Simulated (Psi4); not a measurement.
# BH2SO2 (SMILES OB(O)[S]): UHSE06/def2-SVPD

Aim: the energy change on altering one bond length of BH2SO2 at UHSE06/def2-SVPD, from 2 runs. 

Program for the calculation: Psi4 1.11.

## 1. The system as given

The species is BH2SO2 (6 atoms), meant as a doublet with charge 0. As SMILES, `OB(O)[S]`. Geometry: relaxed at PBE0-D4/def2-TZVP. This is one conformer, not always the lowest.

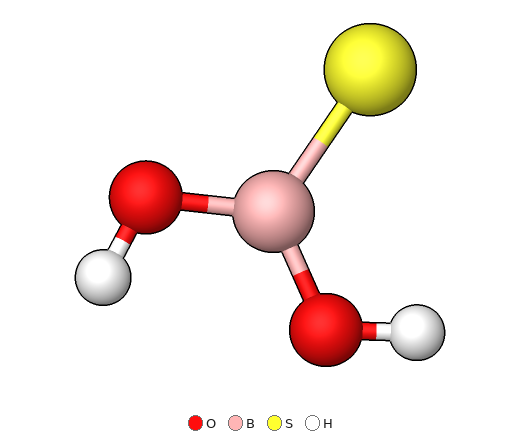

The structure, seen from a chosen angle (oxygen red, boron pink, sulfur yellow, hydrogen white).

## 2. A single-point energy at UHSE06/def2-SVPD

Contents of job.dat:

```
memory 1600 mb

molecule {
  0 2
  O      0.31520632     1.98099990    -0.72111949
  B     -0.24906590    -0.44276283    -0.04006219
  O      1.14347328    -1.62251885     1.75631146
  S     -2.84838419    -2.17299607    -1.48343501
  H     -0.74927641     2.69437151    -2.00235380
  H      2.46798232    -0.55822510     2.40335369
  units au
  symmetry c1
}

set {
  basis                def2-SVPD
  reference            uks
  puream               true
  e_convergence        1e-09
  d_convergence        1e-08
  scf_type             pk
  dft_radial_points    99
  dft_spherical_points 590
  maxiter              200
}

e, wfn = energy("hse06", return_wfn=True)
oeprop(wfn, "MULLIKEN_CHARGES", "MAYER_INDICES", "LOWDIN_CHARGES", title="HSE06")
```

On the command line:

```
$ psi4 -i job.dat -o job.out -n 1
```

job.out:

```text
[...]
  Running in c1 symmetry.
[...]
  Nuclear repulsion =  137.893531538266018
[...]
  Multiplicity = 2
[...]
  Nalpha       = 20
  Nbeta        = 19
[...]
    Number of basis functions: 109
[...]
   @UKS iter   1:  -573.95417412940139   -2.35602e-01   7.95987e-03 DIIS/ADIIS
[...]
   @UKS iter  15:  -574.25451633571720   -4.32010e-12   2.53877e-09 DIIS
[...]
   @S^2 Observed:                7.542071170E-01
[...]
    Orbital Energies [Eh]
    ---------------------
    Alpha Occupied:
       1A    -89.027438     2A    -19.238999     3A    -19.228827
       4A     -8.016346     5A     -6.852927     6A     -5.964986
       7A     -5.951538     8A     -5.947066     9A     -1.064257
      10A     -1.030637    11A     -0.741394    12A     -0.591873
      13A     -0.565863    14A     -0.448429    15A     -0.418988
      16A     -0.396487    17A     -0.352024    18A     -0.348265
      19A     -0.316503    20A     -0.277403
    Alpha Virtual:
      21A     -0.018204    22A      0.017241    23A      0.024469
      24A      0.037319    25A      0.055990    26A      0.056628
[...]
  @UKS Final Energy:  -574.25451633571720
   => Energetics <=
    Nuclear Repulsion Energy =            137.8935315382660178
    One-Electron Energy =               -1065.0665851491685316
    Two-Electron Energy =                 389.3860073194531424
    DFT Exchange-Correlation Energy =     -36.4674700442677562
    Empirical Dispersion Energy =           0.0000000000000000
    VV10 Nonlocal Energy =                  0.0000000000000000
    Total Energy =                       -574.2545163357171987
[...]
 Multipole Moments:
 ------------------------------------------------------------------------------------
     Multipole            Electronic (a.u.)      Nuclear  (a.u.)        Total (a.u.)
 ------------------------------------------------------------------------------------
 L = 1.  Multiply by 2.5417464519 to convert [e a0] to [Debye]
 Dipole X            :         -1.1857344            1.3946084            0.2088739
 Dipole Y            :         -1.0286193            1.6910489            0.6624296
 Dipole Z            :         -0.5424534            0.4044368           -0.1380166
 Magnitude           :                                                    0.7081595
[...]
  Mulliken Charges: (a.u.)
   Center  Symbol    Alpha    Beta     Spin     Total
       1     O     4.19833  4.19492  0.00342 -0.39325
       2     B     1.96690  2.10950 -0.14260  0.92360
       3     O     4.23816  4.23523  0.00293 -0.47338
       4     S     8.73230  7.61441  1.11789 -0.34671
       5     H     0.45958  0.44246  0.01712  0.09797
       6     H     0.40473  0.40349  0.00124  0.19178
   Total alpha = 20.00000, Total beta = 19.00000, Total charge = -0.00000
  Lowdin Charges: (a.u.)
   Center  Symbol    Alpha    Beta     Spin     Total
[...]
```

It took 50 s on 1 thread of INTEL XEON PLATINUM 8581C at 2.10GHz (Emerald Rapids), shared host; peak memory 0.7 GiB.

## 3. The distorted shape: energy and forces at UHSE06/def2-SVPD

Contents of input.json:

```json
{
 "schema_name": "qcschema_input",
 "schema_version": 1,
 "molecule": {
  "schema_name": "qcschema_molecule",
  "schema_version": 2,
  "symbols": ["O", "B", "O", "S", "H", "H"],
  "geometry": [0.3998377, 2.34452084, -0.82326675, -0.2490659, -0.44276283, -0.04006219, 1.14347328, -1.62251885, 1.75631146, -2.84838419, -2.17299607, -1.48343501, -0.66464502, 3.05789245, -2.10450106, 2.46798232, -0.5582251, 2.40335369],
  "molecular_charge": 0,
  "molecular_multiplicity": 2,
  "fix_symmetry": "c1"
 },
 "driver": "gradient",
 "model": {
  "method": "hse06",
  "basis": "def2-SVPD"
 },
 "keywords": {
  "reference": "uks",
  "puream": true,
  "e_convergence": 1e-09,
  "d_convergence": 1e-08,
  "scf_type": "pk",
  "dft_radial_points": 99,
  "dft_spherical_points": 590,
  "maxiter": 200,
  "scf_properties": ["LOWDIN_CHARGES", "MULLIKEN_CHARGES", "DIPOLE"]
 }
}
```

On the command line:

```
$ psi4 --qcschema input.json -n 1 --memory 1600MB
```

stdout:

```text
[...]
  Running in c1 symmetry.
[...]
  Nuclear repulsion =  132.970212755853140
[...]
  Multiplicity = 2
[...]
  Nalpha       = 20
  Nbeta        = 19
[...]
    Number of basis functions: 109
[...]
   @UKS iter   1:  -573.94428912747071   -3.94523e-01   7.83226e-03 ADIIS/DIIS
[...]
   @UKS iter  14:  -574.23319608111819   -1.11413e-11   9.52661e-09 DIIS
[...]
   @S^2 Observed:                7.543533243E-01
[...]
  @UKS Final Energy:  -574.23319608111819
   => Energetics <=
    Nuclear Repulsion Energy =            132.9702127558531402
    One-Electron Energy =               -1055.2170497455572331
    Two-Electron Energy =                 384.4121132446907723
    DFT Exchange-Correlation Energy =     -36.3984723361048239
    Empirical Dispersion Energy =           0.0000000000000000
    VV10 Nonlocal Energy =                  0.0000000000000000
    Total Energy =                       -574.2331960811181943
[...]
 Multipole Moments:
 ------------------------------------------------------------------------------------
     Multipole            Electronic (a.u.)      Nuclear  (a.u.)        Total (a.u.)
 ------------------------------------------------------------------------------------
 L = 1.  Multiply by 2.5417464519 to convert [e a0] to [Debye]
 Dipole X            :         -1.3040003            1.4273397            0.1233394
 Dipole Y            :         -1.5174527            1.8316415            0.3141888
 Dipole Z            :         -0.4090050            0.3649311           -0.0440739
 Magnitude           :                                                    0.3403964
[...]
  Mulliken Charges: (a.u.)
   Center  Symbol    Alpha    Beta     Spin     Total
       1     O     4.28724  4.26781  0.01942 -0.55505
       2     B     1.92700  2.07154 -0.14453  1.00146
       3     O     4.22776  4.22454  0.00322 -0.45231
       4     S     8.71120  7.59756  1.11364 -0.30876
       5     H     0.44837  0.44123  0.00714  0.11040
       6     H     0.39842  0.39732  0.00111  0.20426
   Total alpha = 20.00000, Total beta = 19.00000, Total charge =  0.00000
  Lowdin Charges: (a.u.)
   Center  Symbol    Alpha    Beta     Spin     Total
[...]
  -Total Gradient:
     Atom            X                  Y                   Z
    ------   -----------------  -----------------  -----------------
       1        0.012014109502     0.081363997130    -0.028946881069
       2       -0.012870180812    -0.065420340995     0.020443360373
       3        0.003559752499    -0.012446571722     0.009175745529
       4       -0.004032974187    -0.006544615966    -0.000361928874
       5        0.003567138479     0.003745056280     0.001316613633
       6       -0.002234844359    -0.000672437940    -0.001636373902
[...]
```

The result, in JSON:

```text
{
 "driver": "gradient",
 "model": {
  "method": "hse06",
  "basis": "def2-SVPD"
 },
 "success": true,
 "return_result": [0.012014109501974124, 0.08136399712997822, -0.02894688106872567, -0.012870180812193835, -0.06542034099500627, 0.020443360373166977, 0.003559752499366693, -0.012446571721931365, 0.00917574552939554, -0.004032974186519572, -0.00654461596594659, -0.00036192887352003156, 0.003567138478615006, 0.003745056280001602, 0.001316613632778768, -0.002234844358687621, -0.0006724379402555658, -0.0016363739020804902],
 "properties": {
  "calcinfo_nbasis": 109,
  "calcinfo_nmo": 109,
  "calcinfo_nalpha": 20,
  "calcinfo_nbeta": 19,
  "calcinfo_natom": 6,
  "nuclear_repulsion_energy": 132.97021275585314,
  "return_energy": -574.2331960811182,
  "return_gradient": [0.012014109501974124, 0.08136399712997822, -0.02894688106872567, -0.012870180812193835, -0.06542034099500627, 0.020443360373166977, 0.003559752499366693, -0.012446571721931365, 0.00917574552939554, -0.004032974186519572, -0.00654461596594659, -0.00036192887352003156, 0.003567138478615006, 0.003745056280001602, 0.001316613632778768, -0.002234844358687621, -0.0006724379402555658, -0.0016363739020804902],
  "scf_one_electron_energy": -1055.2170497455572,
  "scf_two_electron_energy": 384.4121132446908,
  "scf_xc_energy": -36.398472336104824,
  "scf_dipole_moment": [0.1233394326767836, 0.3141888194647007, -0.04407390087325003],
  "scf_total_energy": -574.2331960811182,
  "scf_total_gradient": [0.012014109501974124, 0.08136399712997822, -0.02894688106872567, -0.012870180812193835, -0.06542034099500627, 0.020443360373166977, 0.003559752499366693, -0.012446571721931365, 0.00917574552939554, -0.004032974186519572, -0.00654461596594659, -0.00036192887352003156, 0.003567138478615006, 0.003745056280001602, 0.001316613632778768, -0.002234844358687621, -0.0006724379402555658, -0.0016363739020804902],
  "scf_iterations": 14
 }
}
```

It took 55 s on 1 thread of INTEL XEON PLATINUM 8581C at 2.10GHz (Emerald Rapids), shared host; peak memory 0.7 GiB.

## 4. Results

Level: UHSE06/def2-SVPD.

```
                                                         quantity          value
                                        first shape: total energy  -574.25452 Eh
                                       first shape: dipole moment         1.80 D
                  first shape: HOMO energy (highest over α and β)       -7.16 eV
                   first shape: LUMO energy (lowest over α and β)       -4.95 eV
                                                first shape: ⟨S²⟩          0.754
                                    distorted shape: total energy  -574.23320 Eh
                                   distorted shape: dipole moment         0.87 D
              distorted shape: HOMO energy (highest over α and β)       -7.38 eV
               distorted shape: LUMO energy (lowest over α and β)       -5.15 eV
                                            distorted shape: ⟨S²⟩          0.754
                        distorted shape: largest force on an atom     4.484 eV/Å
energy change with the O1–B2 bond stretched from 1.365 to 1.570 Å       0.580 eV
```

**Reading.** With the O1–B2 bond stretched from 1.365 to 1.570 Å the energy rises by 0.58 eV (56.0 kJ/mol). The first shape isn't relaxed at this level, so the change isn't measured from a minimum. Mulliken charges (first shape) run from -0.47 on O3 to +0.92 on B2; in a basis this large or diffuse they mean little.
